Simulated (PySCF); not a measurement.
## Electronic structure of GeI (charge +1) in real space

```tsv
atom	x (Å)	y (Å)	z (Å)
Ge	0.0000	0.0000	-1.5305
I	0.0000	0.0000	0.8915
```

Core potentials replace the inner electrons of I.

Level of theory: PBE0/cc-pVDZ(-PP), non-relativistic Hamiltonian with scalar-relativistic core potentials where named, at a bond length of 2.422 Å in PySCF 2.14.0.

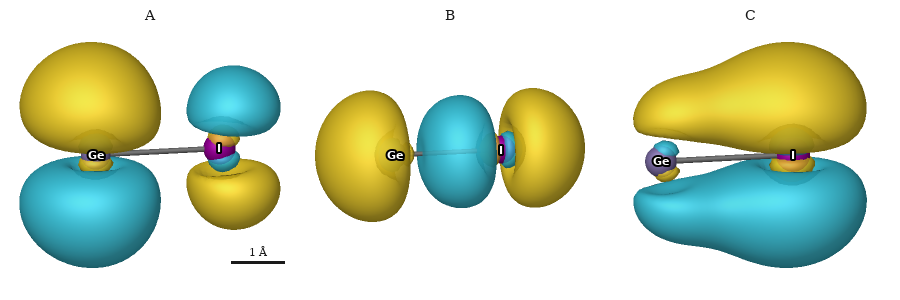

Figure 1. Three frontier orbitals, each drawn at the value that holds 80 % of its norm (yellow and cyan are the two phases), in no order; of a degenerate pair one member is drawn.

Q: Label each orbital by symmetry, say whether it is occupied, and order them by energy.

A: Orbital B: σ, occupied, −14.60 eV; shared between the atoms (Ge 45 %, I 55 %).
Orbital C: π, occupied, −14.16 eV; mainly on I (85 %).
Orbital A: π, empty, −9.13 eV; mainly on Ge (80 %).

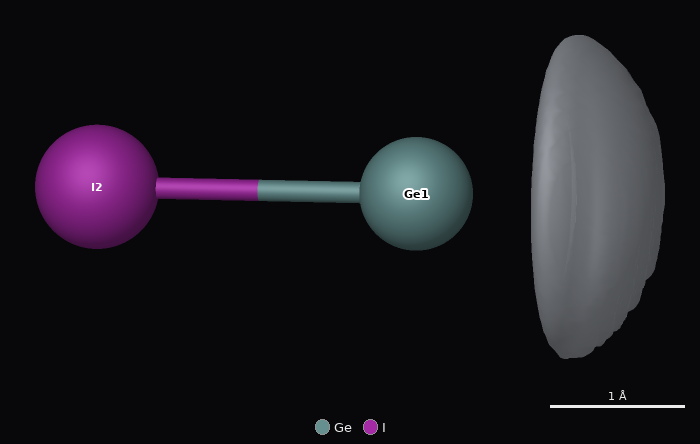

Figure 2. Isosurface of the electron localisation function at 0.9 (grey), seen from one side. Core shells and regions of very low density are left out.

Q: Where are the electrons localised?

A: At this value the surface marks out one lobe on Ge, pointing away from the bonds (lone pairs).


Ge–I (2.42 Å): the ELF peaks at about 0.65 in the valence shell of I, 1.2 Å from its nucleus, and is about 0.65 at the midpoint.
